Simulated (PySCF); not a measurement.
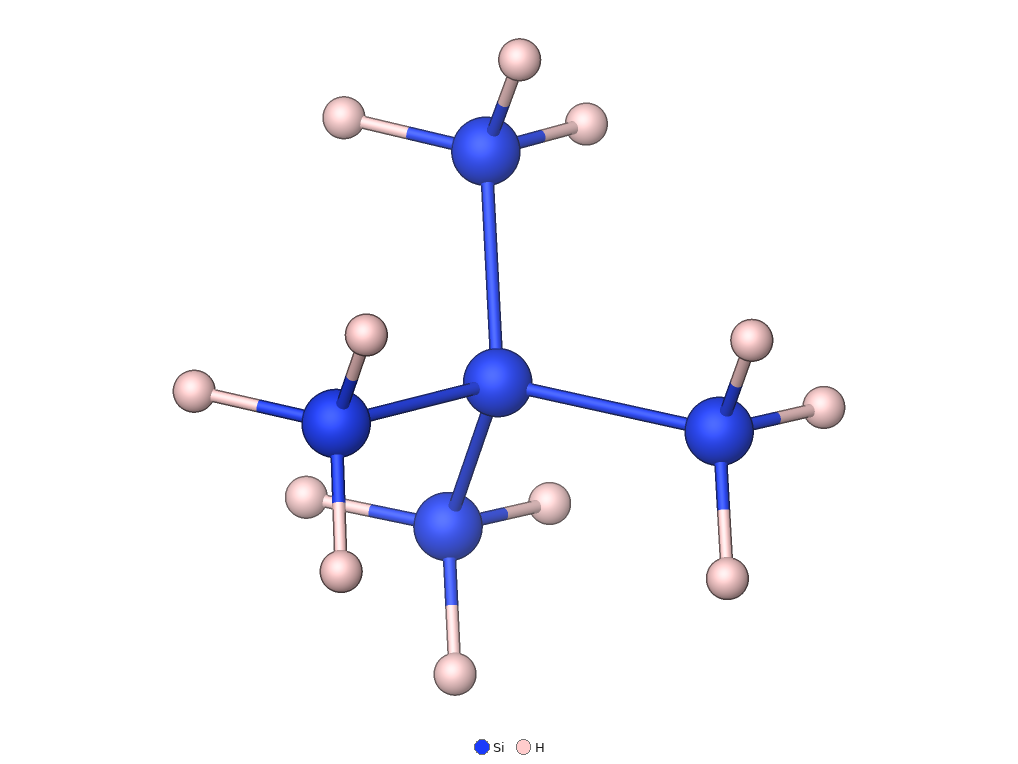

The picture shows a molecular structure as a ball-and-stick model.

Computed geometry: PBE0-D3(BJ)/def2-SVP optimisation. No frequency run is at hand to confirm it as a minimum.

What is the molecular formula?

Si5H12, 17 atoms: 5 silicon and 12 hydrogen.

Name functional groups in it.

Among them: Si–H bond.

Count the bonded pairs by element.

12 Si–H, 4 Si–Si.

The parts below concern this one geometry. Atoms keep their numbers from picture to picture.

## NMR shielding

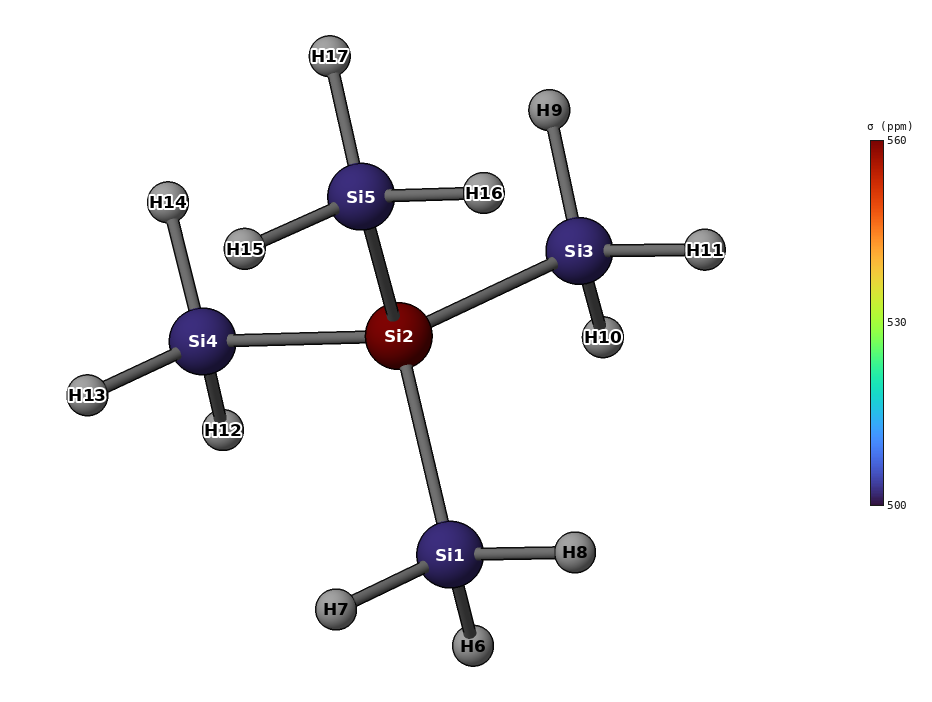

Atoms are coloured by their isotropic NMR shieldings (Si only, the others grey). No frequency run is at hand to confirm it as a minimum. Method: GIAO PBE0/def2-SVP NMR shielding, non-relativistic, gas phase (PySCF 2.14.0).

Give the isotropic NMR shieldings of the Si atoms atom by atom.

| atom | σ (ppm) |
| --- | --- |
| Si1 | 502.2 |
| Si2 | 559.9 |
| Si3 | 502.3 |
| Si4 | 502.3 |
| Si5 | 502.3 |

## Charges

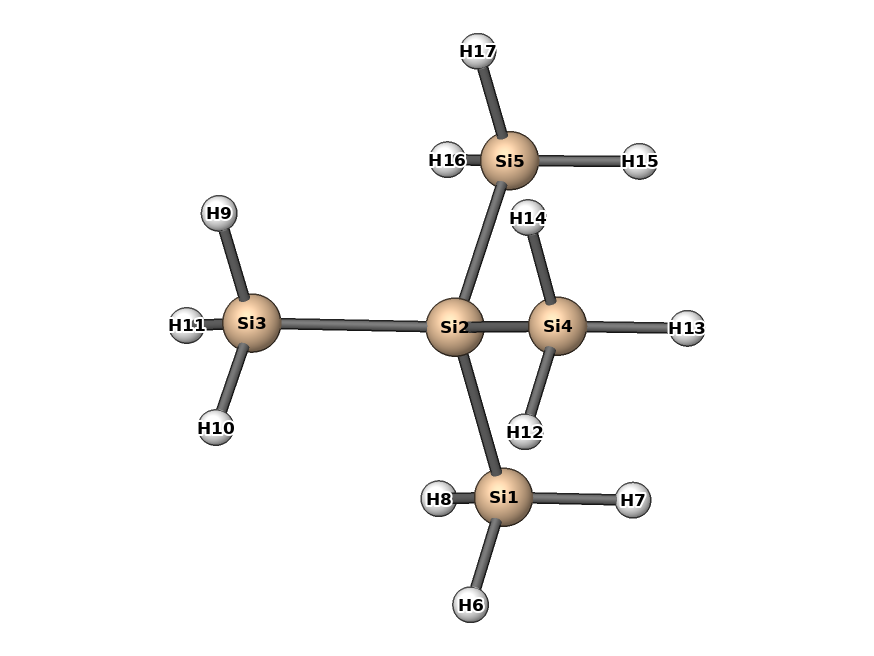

The questions are on Mulliken charges. No frequency run is at hand to confirm it as a minimum. Level of theory: PBE0/6-31G, gas phase (PySCF 2.14.0).

Give the Mulliken charges atom by atom.

```csv
atom,value (e)
Si1,0.35
Si2,−0.41
Si3,0.35
Si4,0.35
Si5,0.35
H6,−0.08
H7,−0.08
H8,−0.08
H9,−0.08
H10,−0.08
H11,−0.08
H12,−0.08
H13,−0.08
H14,−0.08
H15,−0.08
H16,−0.08
H17,−0.08
```

## Bond orders

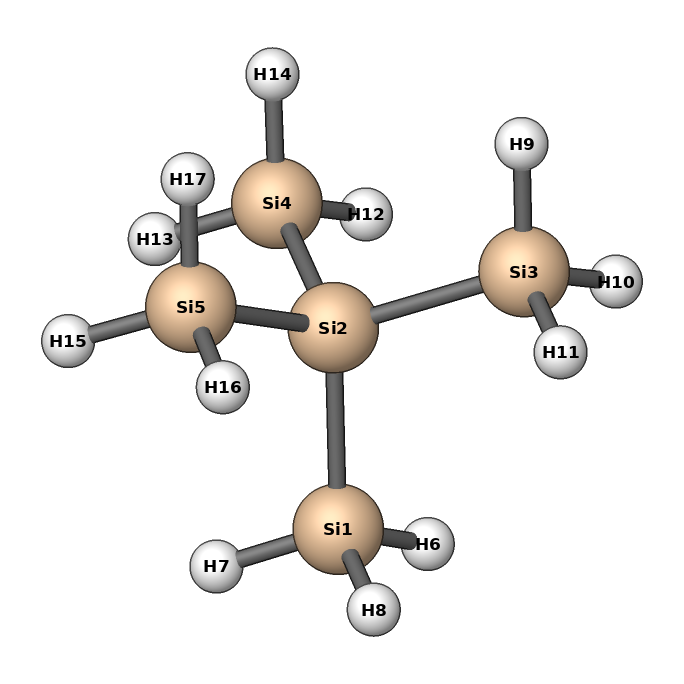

Every bond is drawn as one stick. No frequency run is at hand to confirm it as a minimum. Computed with PBE0/def2-SVP (PySCF 2.14.0).

List the Mayer bond orders of Si1–H7, Si1–H8, Si1–Si2, Si3–H9, Si1–H6, Si3–H11, Si4–H12, Si4–H13, Si5–H15, Si4–H14, Si5–H17 (one bond of each equivalent set). Atoms whose distances differ by more than 0.02 Å in this geometry are listed apart.

| bond | Mayer order | length (Å) |
| --- | --- | --- |
| Si1–H7 | 0.95 | 1.496 |
| Si1–H8 | 0.95 | 1.496 |
| Si1–Si2 | 0.93 | 2.343 |
| Si3–H9 | 0.95 | 1.496 |
| Si1–H6 | 0.95 | 1.496 |
| Si3–H11 | 0.95 | 1.496 |
| Si4–H12 | 0.95 | 1.496 |
| Si4–H13 | 0.95 | 1.496 |
| Si5–H15 | 0.95 | 1.496 |
| Si4–H14 | 0.95 | 1.496 |
| Si5–H17 | 0.95 | 1.496 |

## Levels of theory compared

No frequency run is at hand to confirm it as a minimum. Program: PySCF 2.14.0.

At this fixed geometry, give dipole (D) at these levels: B97-2/pcSseg-1; BHandHLYP/pcSseg-1; CAM-B3LYP/pcSseg-1; LC-wPBE/pcSseg-1; PBE0/6-311+G(2d,p); PBE0/6-31G; PBE0/6-31G*; PBE0/STO-3G; PBE0/def2-SVP; PBE0/def2-TZVP; WP04/pcSseg-1; ωB97X-D/pcSseg-1.

```
             level  dipole (D)
    B97-2/pcSseg-1        0.02
BHandHLYP/pcSseg-1        0.03
CAM-B3LYP/pcSseg-1        0.03
  LC-wPBE/pcSseg-1        0.03
PBE0/6-311+G(2d,p)        0.02
        PBE0/6-31G        0.02
       PBE0/6-31G*        0.02
       PBE0/STO-3G        0.03
     PBE0/def2-SVP        0.02
    PBE0/def2-TZVP        0.02
     WP04/pcSseg-1        0.03
  ωB97X-D/pcSseg-1        0.03
```

Mulliken values depend strongly on the basis set and can even reverse the polarity of a bond.
